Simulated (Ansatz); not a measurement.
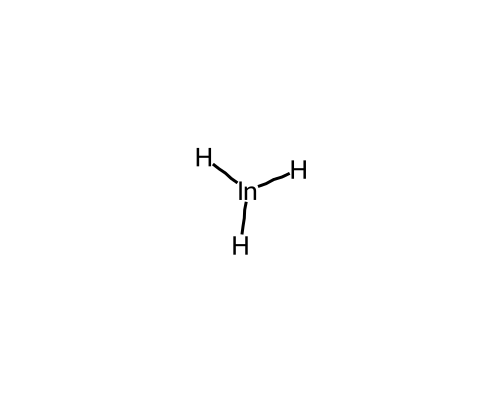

2D structure.

Question: Give its SMILES.

Answer: [InH3]

Question: Give the formula, hydrogens included.

Answer: InH3.

Question: An optimisation with PBE0-D4/def2-TZVP gave a structure of which point group?

Answer: D3h.

The parts below concern this one geometry. Atoms keep their numbers from picture to picture. Computed geometry: PBE0-D4/def2-TZVP optimisation.

Levels of theory compared

Program: Ansatz 0.2.0.

Tabulate HOMO–LUMO gap (eV), vertical IP (eV) at these levels: B3LYP-D4/def2-TZVPP; PBE-D4/def2-TZVPP; PBE0-D4/def2-TZVPP; r2SCAN-D4/def2-TZVPP; ωB97M-V/def2-TZVPP; ωB97X-V/def2-TZVPP.

```
               level  HOMO–LUMO gap (eV)  vertical IP (eV)
 B3LYP-D4/def2-TZVPP                5.80             10.61
   PBE-D4/def2-TZVPP                4.34             10.36
  PBE0-D4/def2-TZVPP                6.27             10.53
r2SCAN-D4/def2-TZVPP                4.97             10.44
  ωB97M-V/def2-TZVPP                9.94             10.74
  ωB97X-V/def2-TZVPP               10.42             10.77
```

Charges

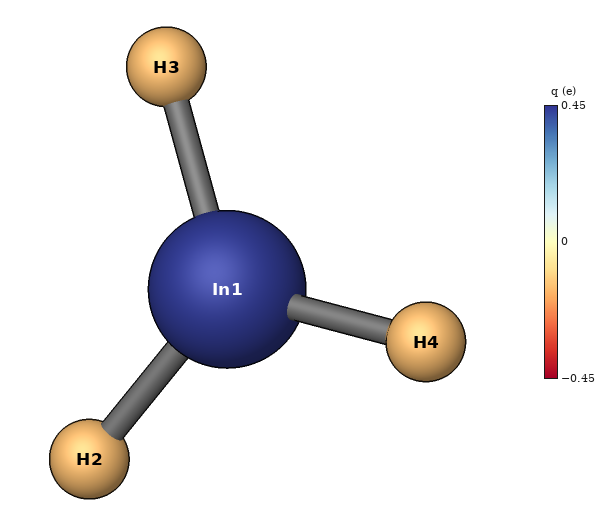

Atoms are coloured by their Mulliken charges. Properties computed with RKS B3LYP-D4/def2-TZVPP, core potentials on In (Ansatz 0.2.0).

Give the Mulliken charges atom by atom.

```json
{"atom": "In1", "value (e)": "0.44"}
{"atom": "H2", "value (e)": "−0.15"}
{"atom": "H3", "value (e)": "−0.15"}
{"atom": "H4", "value (e)": "−0.15"}
```

Thermal motion

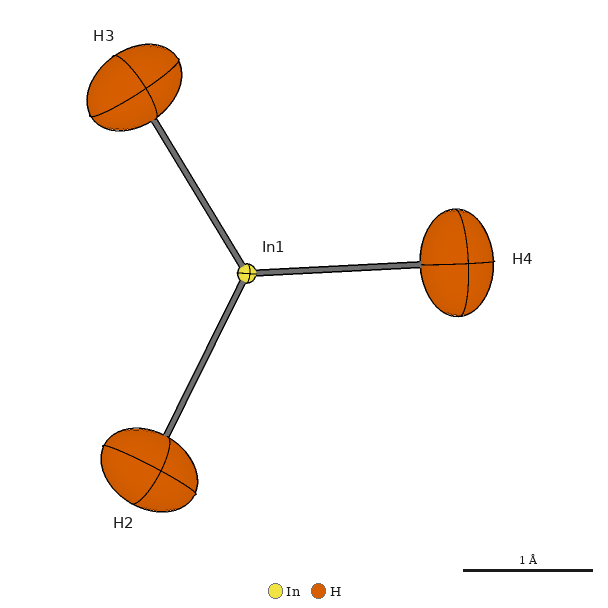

Displacement ellipsoids at the 50 % level, enlarged 2 times, from the internal vibrations of the free molecule (harmonic, no overall translation or rotation; no half-axis is drawn under 0.075 Å). Vibrations computed with RKS PBE0-D4/def2-TZVP, core potentials on In (Ansatz 0.2.0). Temperature: 100 K.

List U_eq and the three principal root-mean-square amplitudes for each kind of atom.

```
      atom  U_eq (Å²)   rms amplitudes (Å)
       In1  < 0.00001  0.002, 0.002, 0.002
H2, H3, H4     0.0120  0.093, 0.096, 0.135
```

Mulliken values depend strongly on the basis set and can even reverse the polarity of a bond.
